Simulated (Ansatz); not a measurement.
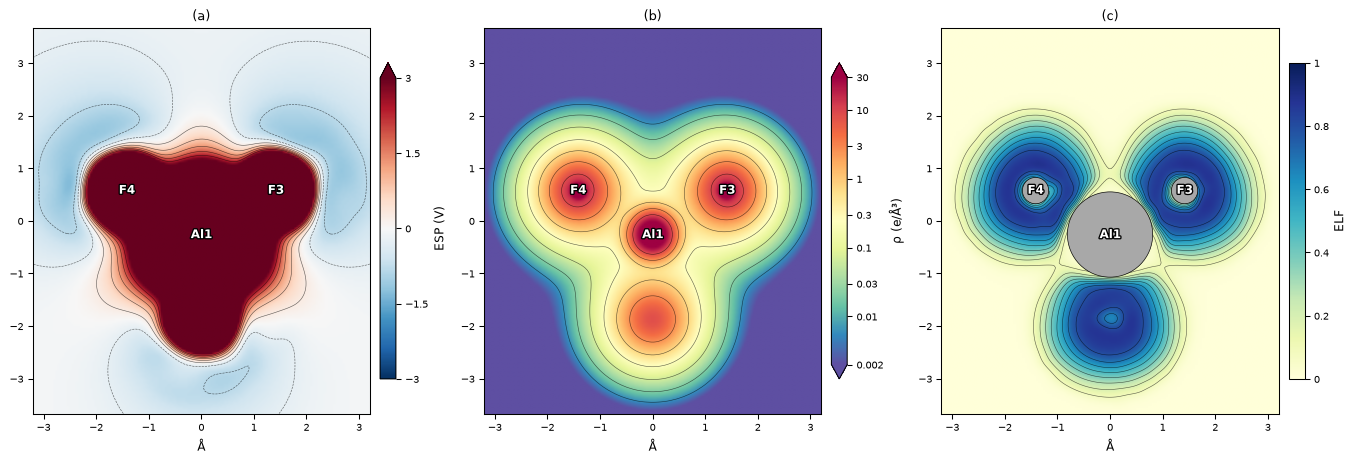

AlF3···H2. (a) electrostatic potential; (b) total electron density; (c) ELF on the plane of atoms F3, Al1 and F4. Grey discs cover the atomic cores in the ELF map.

Level of theory: RKS LDA/def2-SVP in Ansatz 0.2.0.

```json
{"atom": "Al", "x (Å)": "-0.4107", "y (Å)": "-0.3981", "z (Å)": "0.1943"}
{"atom": "F", "x (Å)": "-1.4597", "y (Å)": "0.8688", "z (Å)": "0.0402"}
{"atom": "F", "x (Å)": "-0.2848", "y (Å)": "-1.5061", "z (Å)": "-1.0142"}
{"atom": "F", "x (Å)": "0.2429", "y (Å)": "-0.7435", "z (Å)": "1.6632"}
{"atom": "H", "x (Å)": "0.6599", "y (Å)": "1.1554", "z (Å)": "-0.4591"}
{"atom": "H", "x (Å)": "1.2523", "y (Å)": "0.6235", "z (Å)": "-0.4244"}
```

### Read the bonding off the picture.

The section cuts through Al and F sites.
Al–F (1.64 Å): the density is about 0.84 e/Å³ at the midpoint; the ELF peaks at about 0.85 in the valence shell of F, 0.6 Å from its nucleus, and is about 0.25 at the midpoint.
The ELF also peaks beside F2, F4 and F3, away from the bonds: lone-pair regions.
Outside the dense part of the complex the potential is most negative (−1.3 V) near F3 and F4.
